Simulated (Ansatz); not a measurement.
**C₂H₈FGaSi: one molecule under many settings**

How do the results and run time of C₂H₈FGaSi respond when the settings are drawn wide?

Method: the settings change from run to run; program: Ansatz 0.2.0, Gaussian basis.

### Step 1. The molecule

An earlier PBE0-D4 in a triple-zeta def2 set relaxation fixed the geometry.

13 atoms, charge 0, spin multiplicity 1.

Atoms are counted from 1 here; the program's logs count them from 0.

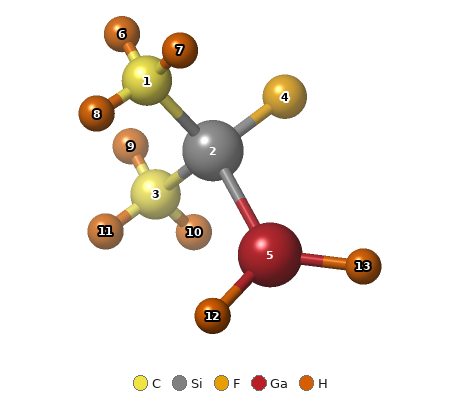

The structure; carbon yellow, silicon grey, fluorine amber, gallium red, hydrogen orange; atoms are numbered from 1 in the order of the file.

### Step 2. RPBE/6-31G

Options: atoms shaken by 0.08 Å, D3(BJ) with three-body dispersion.

in.yaml reads:

```yaml
crystal:
  periodic: [false, false, false]
  atoms:
    - {symbol: C, position_ang: [-1.781519, 0.004318, -0.382421]}
    - {symbol: Si, position_ang: [0.020715, 0.079568, -0.372771]}
    - {symbol: C, position_ang: [1.054405, -1.616435, -0.050573]}
    - {symbol: F, position_ang: [0.558689, 0.533730, -1.945046]}
    - {symbol: Ga, position_ang: [0.945793, 1.810425, 1.151234]}
    - {symbol: H, position_ang: [-2.063646, -0.889741, -1.055010]}
    - {symbol: H, position_ang: [-2.224453, 0.899133, -0.561533]}
    - {symbol: H, position_ang: [-2.056071, -0.187606, 0.518737]}
    - {symbol: H, position_ang: [0.681363, -2.357101, -0.827159]}
    - {symbol: H, position_ang: [2.070036, -1.402164, -0.216027]}
    - {symbol: H, position_ang: [0.585526, -1.932835, 0.906637]}
    - {symbol: H, position_ang: [0.703016, 1.649062, 2.668664]}
    - {symbol: H, position_ang: [1.673637, 3.122697, 0.627887]}
basis:
  gaussian: {orbitals: 6-31G}
hamiltonian: {xc: {name: RPBE}, dispersion: d3bjatm}
```

The run is started by

```
ansatz run in.yaml --threads 2 --pin off --events-out ev --progress --plain --max-ram 32768MiB --backend cpu
```

What it wrote:

```text
Functional definition: RPBE
  name "RPBE"
  cite "Hammer, Hansen & Nørskov, Phys. Rev. B 59, 7413 (1999) doi:10.1103/PhysRevB.59.7413"
  cite "Perdew, Burke & Ernzerhof, Phys. Rev. Lett. 77, 3865 (1996) doi:10.1103/PhysRevLett.77.3865"
  parameter kappa = 0.804
  parameter beta = 0.06672455060314922
  exchange = rpbe_x(kappa = kappa, mu = beta*pi^2/3)
  correlation = pbe_c(beta = beta)
975 factors; integrals over basis functions are off by at most 6.6e-4 eV
mean field evaluation 1: about -65150.4354 eV, gradient 7.3e1 eV
mean field evaluation 2: about -65106.0757 eV, gradient 1.4e2 eV
mean field evaluation 4: about -65162.1992 eV, gradient 1.1e1 eV
mean field evaluation 8: about -65162.4850 eV, gradient 3.2e-1 eV
mean field evaluation 16: about -65162.4649 eV, gradient 8.0e-5 eV
mean field -65162.46493537 eV, -2394.6764176697 hartree, gradient 8.0e-5 eV, S^2 0.000000; 0 other end points of the search recorded, 0 dependent functions left out
reference -65162.46498880 eV, -2394.6764196332 hartree; 37, 37 occupied and 48, 48 virtual orbitals, 975 factors
Total energy: -65164.04678875 eV, -2394.7345497094 hartree
```

Run time: 1.7 s. Hardware: 2 threads of AMD EPYC 7R13, shared host.

### Step 3. B2GP-PLYP/x2c-TZVPPall

This run has charge +1, multiplicity 2, density fitting with def2-universal-jkfit.

in.yaml reads:

```yaml
crystal:
  periodic: [false, false, false]
  atoms:
    - {symbol: C, position_ang: [-1.737922, -0.025385, -0.392078]}
    - {symbol: Si, position_ang: [0.121823, 0.140304, -0.460053]}
    - {symbol: C, position_ang: [0.922932, -1.517293, -0.141325]}
    - {symbol: F, position_ang: [0.500693, 0.560578, -1.975641]}
    - {symbol: Ga, position_ang: [0.928539, 1.836183, 1.075365]}
    - {symbol: H, position_ang: [-2.076566, -0.793290, -1.093867]}
    - {symbol: H, position_ang: [-2.237740, 0.911267, -0.648966]}
    - {symbol: H, position_ang: [-2.060059, -0.316457, 0.611672]}
    - {symbol: H, position_ang: [0.546212, -2.262689, -0.847951]}
    - {symbol: H, position_ang: [2.008978, -1.469152, -0.248045]}
    - {symbol: H, position_ang: [0.697495, -1.864111, 0.871022]}
    - {symbol: H, position_ang: [0.678662, 1.672268, 2.626233]}
    - {symbol: H, position_ang: [1.706962, 3.127777, 0.623634]}
basis:
  gaussian: {orbitals: x2c-TZVPPall, fitting: {mean_field: def2-universal-jkfit}}
total_charge: 1
magnetization: {spin_polarized: true, initial_magnetization: 1}
hamiltonian: {xc: {name: B2GP-PLYP}}
output: {forces: true}
```

The run is started by

```
ansatz run in.yaml --threads 2 --pin off --events-out ev --progress --plain --max-ram 32768MiB --backend cuda --devices 0, --max-vram 18GiB
```

What it wrote, cut to the lines that bear on the results:

```text
Functional definition: B2GP-PLYP
  name "B2GP-PLYP"
  cite "Karton, Tarnopolsky, Lamère, Schatz & Martin, J. Phys. Chem. A 112, 12868 (2008) doi:10.1021/jp801805p"
  cite "Becke, Phys. Rev. A 38, 3098 (1988) doi:10.1103/PhysRevA.38.3098"
  cite "Lee, Yang & Parr, Phys. Rev. B 37, 785 (1988) doi:10.1103/PhysRevB.37.785"
[...]
765 factors; integrals over basis functions are off by at most 1.7e0 eV
[...]
mean field -65675.50057699 eV, -2413.5301297511 hartree, gradient 1.7e-6 eV, S^2 0.761081; 4 other end points of the search recorded, 0 dependent functions left out
17 core orbitals not correlated: weight in the atoms' cores, before any rotation towards them, 1.000 or more for the frozen orbitals, at most 0.000 for the correlated occupied ones
reference -65675.50071974 eV, -2413.5301349973 hartree; 20, 19 occupied and 258, 259 virtual orbitals, 765 factors
[...]
Atom 3 at     0.500693     0.560578    -1.975641 Å, force     0.014752     0.260928     1.387889 eV/Å
Atom 4 at     0.928539     1.836183     1.075365 Å, force     0.960185     2.037029     1.930488 eV/Å
Atom 5 at    -2.076566    -0.793290    -1.093867 Å, force     0.509202     0.043837    -0.088517 eV/Å
Atom 6 at    -2.237740     0.911267    -0.648966 Å, force    -0.028782    -0.181627     0.022156 eV/Å
Atom 7 at    -2.060059    -0.316457     0.611672 Å, force     0.051994     0.054681    -0.141688 eV/Å
Atom 8 at     0.546212    -2.262689    -0.847951 Å, force    -0.211157     0.447066    -0.156111 eV/Å
Atom 9 at     2.008978    -1.469152    -0.248045 Å, force    -0.143053    -0.118869     0.011481 eV/Å
Atom 10 at     0.697495    -1.864111     0.871022 Å, force     0.039254     0.062426    -0.142435 eV/Å
Atom 11 at     0.678662     1.672268     2.626233 Å, force    -0.281034    -0.599463    -0.578743 eV/Å
Atom 12 at     1.706962     3.127777     0.623634 Å, force    -0.269043    -0.577026    -0.575467 eV/Å
Dipole moment:    -0.148896    -0.190147     0.449539 e Å
```

Wall time 9.5 s (1 × H100 (card shared with other runs) with 2 threads of AMD EPYC 7R13, shared host); peak host memory 1.3 GiB.

Largest force 4.575 eV/Å, ⟨S²⟩ 0.761.

### Step 4. r2SCANh/def2-TZVP

Set apart from the defaults: charge +1, multiplicity 2, restricted open-shell orbitals, D3(BJ) dispersion, high accuracy.

in.yaml: that of step 3 with these lines changed.

```diff
@@ -17,6 +17,6 @@
 basis:
-  gaussian: {orbitals: x2c-TZVPPall, fitting: {mean_field: def2-universal-jkfit}}
+  gaussian: {orbitals: def2-TZVP}
 total_charge: 1
-magnetization: {spin_polarized: true, initial_magnetization: 1}
-hamiltonian: {xc: {name: B2GP-PLYP}}
-output: {forces: true}
+magnetization: {spin_polarized: false, initial_magnetization: 1}
+hamiltonian: {xc: {name: r2SCANh}, dispersion: d3bj}
+accuracy: high
```

The run is started by

```
ansatz run in.yaml --threads 2 --pin off --events-out ev --progress --plain --max-ram 32768MiB --backend cpu
```

What it wrote, cut to the lines that bear on the results:

```text
Warning: the engine holds no damping parameters fitted to this dispersion correction and functional, so the run takes those fitted to r2scanh beside the three-body term, which d3bj leaves out (hamiltonian.dispersion, under Limitations)
Functional definition: r2SCANh
  name "r2SCANh"
  cite "Bursch, Neugebauer, Ehlert & Grimme, J. Chem. Phys. 156, 134105 (2022) doi:10.1063/5.0086040"
  cite "Furness, Kaplan, Ning, Perdew & Sun, J. Phys. Chem. Lett. 11, 8208 (2020) doi:10.1021/acs.jpclett.0c02405"
  cite "Furness, Kaplan, Ning, Perdew & Sun, J. Phys. Chem. Lett. 11, 9248 (2020) doi:10.1021/acs.jpclett.0c03077"
  parent r2scan
[...]
4084 factors; integrals over basis functions are off by at most 3.3e-8 eV
[...]
mean field -65168.30639103 eV, -2394.8910872058 hartree, gradient 7.5e-8 eV, S^2 0.750000; 1 other end points of the search recorded, 0 dependent functions left out
reference -65168.30639473 eV, -2394.8910873419 hartree; 37, 36 occupied and 189, 190 virtual orbitals, 4084 factors
Total energy: -65168.39263114 eV, -2394.8942564712 hartree
```

It took 69 s on 2 threads of AMD EPYC 7R13, shared host; peak memory 2.1 GiB.

### Step 5. PBE/STO-3G

Set apart from the defaults: charge +1, multiplicity 2, a point charge of -1.00 e beside it, D3(BJ) dispersion, high accuracy.

in.yaml: that of step 4 with these lines changed.

```diff
@@ -17,6 +17,6 @@
 basis:
-  gaussian: {orbitals: def2-TZVP}
+  gaussian: {orbitals: STO-3G, point_charges: [{charge: -1.00, position_ang: [5.787, -0.272, -0.918]}]}
 total_charge: 1
-magnetization: {spin_polarized: false, initial_magnetization: 1}
-hamiltonian: {xc: {name: r2SCANh}, dispersion: d3bj}
+magnetization: {spin_polarized: true, initial_magnetization: 1}
+hamiltonian: {xc: {name: PBE}, dispersion: d3bj}
 accuracy: high
```

Same command.

What it wrote, cut to the lines that bear on the results:

```text
Functional definition: PBE
  name "PBE"
  cite "Perdew, Burke & Ernzerhof, Phys. Rev. Lett. 77, 3865 (1996) doi:10.1103/PhysRevLett.77.3865"
  parent pbe
[...]
984 factors; integrals over basis functions are off by at most 8.2e-9 eV
[...]
mean field -64383.55127324 eV, -2366.0518685531 hartree, gradient 3.8e-8 eV, S^2 0.751099; 10 other end points of the search recorded, 0 dependent functions left out
reference -64383.55127626 eV, -2366.0518686639 hartree; 37, 36 occupied and 13, 14 virtual orbitals, 984 factors
Total energy: -64383.82299555 eV, -2366.0618541637 hartree
```

It took 16 s on 2 threads of AMD EPYC 7R13, shared host.

⟨S²⟩ 0.751.

### Step 6. rPW86-PBE/6-31G*

Options: rVV10 dispersion.

in.yaml: that of step 5 with these lines changed.

```diff
@@ -17,6 +17,3 @@
 basis:
-  gaussian: {orbitals: STO-3G, point_charges: [{charge: -1.00, position_ang: [5.787, -0.272, -0.918]}]}
-total_charge: 1
-magnetization: {spin_polarized: true, initial_magnetization: 1}
-hamiltonian: {xc: {name: PBE}, dispersion: d3bj}
-accuracy: high
+  gaussian: {orbitals: "6-31G*"}
+hamiltonian: {xc: {name: rPW86-PBE}, dispersion: rvv10}
```

The command is unchanged.

What it wrote, cut to the lines that bear on the results:

```text
Functional definition: rPW86-PBE+rVV10
  name "rPW86-PBE+rVV10"
  cite "Murray, Lee & Langreth, J. Chem. Theory Comput. 5, 2754 (2009) doi:10.1021/ct900365q"
  cite "Perdew, Burke & Ernzerhof, Phys. Rev. Lett. 77, 3865 (1996) doi:10.1103/PhysRevLett.77.3865"
  cite "Vydrov & Van Voorhis, J. Chem. Phys. 133, 244103 (2010) doi:10.1063/1.3521275"
  cite "Sabatini, Gorni & de Gironcoli, Phys. Rev. B 87, 041108(R) (2013) doi:10.1103/PhysRevB.87.041108"
  parent "pbe"
[...]
1416 factors; their error is unknown
[...]
mean field -65202.62115792 eV, -2396.1521316296 hartree, gradient 6.4e-5 eV, S^2 0.000000; 0 other end points of the search recorded, 0 dependent functions left out
reference -65202.62129338 eV, -2396.1521366078 hartree; 37, 37 occupied and 78, 78 virtual orbitals, 1416 factors
Total energy: -65202.62129338 eV, -2396.1521366078 hartree
```

Run time: 7 s. Hardware: 2 threads of AMD EPYC 7R13, shared host.

### Step 7. RPBE/def2-mTZVP

Options: high accuracy.

in.yaml: that of step 6 with these lines changed.

```diff
@@ -17,3 +17,4 @@
 basis:
-  gaussian: {orbitals: "6-31G*"}
-hamiltonian: {xc: {name: rPW86-PBE}, dispersion: rvv10}
+  gaussian: {orbitals: def2-mTZVP}
+hamiltonian: {xc: {name: RPBE}}
+accuracy: high
```

Same command.

What it wrote:

```text
Functional definition: RPBE
  name "RPBE"
  cite "Hammer, Hansen & Nørskov, Phys. Rev. B 59, 7413 (1999) doi:10.1103/PhysRevB.59.7413"
  cite "Perdew, Burke & Ernzerhof, Phys. Rev. Lett. 77, 3865 (1996) doi:10.1103/PhysRevLett.77.3865"
  parameter kappa = 0.804
  parameter beta = 0.06672455060314922
  exchange = rpbe_x(kappa = kappa, mu = beta*pi^2/3)
  correlation = pbe_c(beta = beta)
2848 factors; integrals over basis functions are off by at most 1.1e-8 eV
mean field evaluation 1: about -65160.2933 eV, gradient 9.3e1 eV
mean field evaluation 2: about -65100.7649 eV, gradient 1.6e2 eV
mean field evaluation 4: about -65177.0677 eV, gradient 1.4e1 eV
mean field evaluation 8: about -65177.4733 eV, gradient 6.7e-1 eV
mean field evaluation 16: about -65177.4617 eV, gradient 1.7e-4 eV
mean field -65177.46167049 eV, -2395.2275375201 hartree, gradient 4.7e-8 eV, S^2 0.000000; 0 other end points of the search recorded, 0 dependent functions left out
reference -65177.46167529 eV, -2395.2275376967 hartree; 37, 37 occupied and 102, 102 virtual orbitals, 2848 factors
Total energy: -65177.46167529 eV, -2395.2275376967 hartree
```

Wall time 7 s (2 threads of AMD EPYC 7R13, shared host).

### Step 8. PBE-QIDH/pcseg-2

This run has relativity set to none.

in.yaml: that of step 7 with these lines changed.

```diff
@@ -17,4 +17,3 @@
 basis:
-  gaussian: {orbitals: def2-mTZVP}
-hamiltonian: {xc: {name: RPBE}}
-accuracy: high
+  gaussian: {orbitals: pcseg-2}
+hamiltonian: {xc: {name: PBE-QIDH}, pseudopotentials: {relativity: none}}
```

The run is started by

```
ansatz run in.yaml --threads 2 --pin off --events-out ev --progress --plain --max-ram 32768MiB --backend cuda --devices 0, --max-vram 18GiB
```

What it wrote, cut to the lines that bear on the results:

```text
Functional definition: PBE-QIDH
  name "PBE-QIDH"
  cite "Brémond, Sancho-García, Pérez-Jiménez & Adamo, J. Chem. Phys. 141, 031101 (2014) doi:10.1063/1.4890314"
  cite "Perdew, Burke & Ernzerhof, Phys. Rev. Lett. 77, 3865 (1996) doi:10.1103/PhysRevLett.77.3865"
[...]
1672 factors; integrals over basis functions are off by at most 1.0e-3 eV
[...]
mean field -65144.45297108 eV, -2394.0144901911 hartree, gradient 2.0e-6 eV, S^2 0.000000; 0 other end points of the search recorded, 0 dependent functions left out
17 core orbitals not correlated: weight in the atoms' cores, before any rotation towards them, 1.000 or more for the frozen orbitals, at most 0.000 for the correlated occupied ones
reference -65144.45299067 eV, -2394.0144909110 hartree; 20, 20 occupied and 242, 242 virtual orbitals, 1672 factors
second order -26.72653181 eV of doubles, -0.00000000 eV of singles
Total energy: -65153.36183461 eV, -2394.3418848870 hartree
```

It took 6.5 s on 1 × H100 (card shared with other runs) with 2 threads of AMD EPYC 7R13, shared host; peak host memory 1.2 GiB.

### Step 9. SVWN5/cc-pVDZ

Options: a grid of angular degree 47, finite nuclei, high accuracy.

in.yaml: that of step 8 with these lines changed.

```diff
@@ -17,3 +17,5 @@
 basis:
-  gaussian: {orbitals: pcseg-2}
-hamiltonian: {xc: {name: PBE-QIDH}, pseudopotentials: {relativity: none}}
+  gaussian: {orbitals: cc-pVDZ, final_grid: {core_spheres: 20, valence_spheres: 16, degree: 47}, nuclear_model: gaussian}
+hamiltonian: {xc: {name: SVWN5}}
+accuracy: high
+output: {forces: true}
```

The run is started by

```
ansatz run in.yaml --threads 2 --pin off --events-out ev --progress --plain --max-ram 32768MiB --backend cpu
```

What it wrote, cut to the lines that bear on the results:

```text
Functional definition: SVWN5
  name "SVWN5"
  cite "Dirac, Proc. Camb. Phil. Soc. 26, 376 (1930) doi:10.1017/S0305004100016108"
  cite "Slater, Phys. Rev. 81, 385 (1951) doi:10.1103/PhysRev.81.385"
  cite "Vosko, Wilk & Nusair, Can. J. Phys. 58, 1200 (1980) doi:10.1139/p80-159"
[...]
3018 factors; integrals over basis functions are off by at most 4.7e-9 eV
[...]
mean field -65025.17454933 eV, -2389.6310890415 hartree, gradient 8.0e-8 eV, S^2 0.000000; 0 other end points of the search recorded, 0 dependent functions left out
[...]
reference -65025.17455357 eV, -2389.6310891973 hartree; 37, 37 occupied and 90, 90 virtual orbitals, 3018 factors
Total energy: -65025.17455357 eV, -2389.6310891973 hartree
Atom 0 at    -1.737922    -0.025385    -0.392078 Å, force     0.526606     0.069930    -0.004025 eV/Å
[...]
Atom 3 at     0.500693     0.560578    -1.975641 Å, force     0.343711     0.384132    -1.362741 eV/Å
Atom 4 at     0.928539     1.836183     1.075365 Å, force    -0.109259    -0.225140    -0.191448 eV/Å
Atom 5 at    -2.076566    -0.793290    -1.093867 Å, force    -0.151605    -0.445701    -0.407201 eV/Å
Atom 6 at    -2.237740     0.911267    -0.648966 Å, force    -0.266851     0.540246    -0.142571 eV/Å
Atom 7 at    -2.060059    -0.316457     0.611672 Å, force    -0.161226    -0.160207     0.572715 eV/Å
Atom 8 at     0.546212    -2.262689    -0.847951 Å, force    -0.242018    -0.395295    -0.416215 eV/Å
Atom 9 at     2.008978    -1.469152    -0.248045 Å, force     0.613603     0.045831    -0.058991 eV/Å
Atom 10 at     0.697495    -1.864111     0.871022 Å, force    -0.135864    -0.175622     0.575322 eV/Å
Atom 11 at     0.678662     1.672268     2.626233 Å, force    -0.001879     0.004847     0.050910 eV/Å
Atom 12 at     1.706962     3.127777     0.623634 Å, force     0.023120     0.038774    -0.009149 eV/Å
Dipole moment:    -0.175173    -0.281397     0.184585 e Å
```

Wall time 8.5 s (2 threads of AMD EPYC 7R13, shared host).

Largest force 1.494 eV/Å, dipole 1.82 D.

### Step 10. PBE0/aug-pcseg-2

Set apart from the defaults: a grid of angular degree 11.

in.yaml: that of step 9 with these lines changed.

```diff
@@ -17,5 +17,4 @@
 basis:
-  gaussian: {orbitals: cc-pVDZ, final_grid: {core_spheres: 20, valence_spheres: 16, degree: 47}, nuclear_model: gaussian}
-hamiltonian: {xc: {name: SVWN5}}
-accuracy: high
+  gaussian: {orbitals: aug-pcseg-2, final_grid: {core_spheres: 5, valence_spheres: 4, degree: 11}}
+hamiltonian: {xc: {name: PBE0}}
 output: {forces: true}
```

The run is started by

```
ansatz run in.yaml --threads 2 --pin off --events-out ev --progress --plain --max-ram 32768MiB --backend cuda --devices 0, --max-vram 18GiB
```

What it wrote, cut to the lines that bear on the results:

```text
Functional definition: PBE0
  name "PBE0"
  cite "Adamo & Barone, J. Chem. Phys. 110, 6158 (1999) doi:10.1063/1.478522"
  cite "Perdew, Burke & Ernzerhof, Phys. Rev. Lett. 77, 3865 (1996) doi:10.1103/PhysRevLett.77.3865"
  parent pbe
[...]
1911 factors; their error is unknown
[...]
mean field -65167.06777142 eV, -2394.8455687746 hartree, gradient 2.9e-5 eV, S^2 0.000000; 0 other end points of the search recorded, 0 dependent functions left out
[...]
reference -65167.06783672 eV, -2394.8455711745 hartree; 37, 37 occupied and 394, 394 virtual orbitals, 1911 factors
Total energy: -65167.06783672 eV, -2394.8455711745 hartree
Atom 0 at    -1.737922    -0.025385    -0.392078 Å, force     0.035427     0.069048     0.069734 eV/Å
Atom 1 at     0.121823     0.140304    -0.460053 Å, force    -0.121713    -0.200879     0.091906 eV/Å
[...]
Atom 3 at     0.500693     0.560578    -1.975641 Å, force    -0.000442    -0.005324    -0.002711 eV/Å
Atom 4 at     0.928539     1.836183     1.075365 Å, force     0.049414     0.093615     0.007492 eV/Å
Atom 5 at    -2.076566    -0.793290    -1.093867 Å, force     0.010105     0.028730    -0.052457 eV/Å
Atom 6 at    -2.237740     0.911267    -0.648966 Å, force     0.021171    -0.020841    -0.001390 eV/Å
Atom 7 at    -2.060059    -0.316457     0.611672 Å, force    -0.010550    -0.002287    -0.028322 eV/Å
Atom 8 at     0.546212    -2.262689    -0.847951 Å, force     0.024919     0.018765    -0.050207 eV/Å
Atom 9 at     2.008978    -1.469152    -0.248045 Å, force    -0.028961     0.003860    -0.004461 eV/Å
Atom 10 at     0.697495    -1.864111     0.871022 Å, force     0.009045    -0.015860    -0.023542 eV/Å
Atom 11 at     0.678662     1.672268     2.626233 Å, force     0.004379    -0.007694    -0.092467 eV/Å
Atom 12 at     1.706962     3.127777     0.623634 Å, force    -0.024909    -0.040760     0.025557 eV/Å
Dipole moment:    -0.161625    -0.253308     0.207705 e Å
```

It took 8 s on 1 × H100 (card shared with other runs) with 2 threads of AMD EPYC 7R13, shared host; peak host memory 0.99 GiB.

Largest force 0.252 eV/Å, dipole 1.75 D.

### Step 11. The runs in one table

| level | charge | multiplicity | geometry | functions | energy (eV) | time |
| --- | --- | --- | --- | --- | --- | --- |
| RPBE/6-31G | 0 | 1 | shaken | 85 | -65164.047 | 1.7 s |
| B2GP-PLYP/x2c-TZVPPall | 1 | 2 | relaxed | 295 | -65686.167 | 9.5 s |
| r2SCANh/def2-TZVP | 1 | 2 | relaxed | 226 | -65168.393 | 69 s |
| PBE/STO-3G | 1 | 2 | relaxed, point charge | 50 | -64383.823 | 16 s |
| rPW86-PBE/6-31G* | 0 | 1 | relaxed | 115 | -65202.621 | 7 s |
| RPBE/def2-mTZVP | 0 | 1 | relaxed | 139 | -65177.462 | 7 s |
| PBE-QIDH/pcseg-2 | 0 | 1 | relaxed | 279 | -65153.362 | 6.5 s |
| SVWN5/cc-pVDZ | 0 | 1 | relaxed | 127 | -65025.175 | 8.5 s |
| PBE0/aug-pcseg-2 | 0 | 1 | relaxed | 431 | -65167.068 | 8 s |

### Step 12. Results

| quantity | value |
| --- | --- |
| runs | 9 |
| quickest | RPBE/6-31G, 1.7 s |
| slowest | r2SCANh/def2-TZVP, 69 s |
| spread of total energies, same state and geometry | 177.4 eV |
| dipole, same state and geometry | 1.75 to 1.82 D |

**Reading.** r2SCANh/def2-TZVP took 41 times as long as RPBE/6-31G. The jobs differ in tasks and options as well as level. Total energies at one charge and spin differ by 177 eV between levels, so only differences within one level mean anything. At the PBE0-D4/def2-TZVP geometry and in the same state, runs without warnings or point charges leave forces up to 1.49 eV/Å (SVWN5/cc-pVDZ).
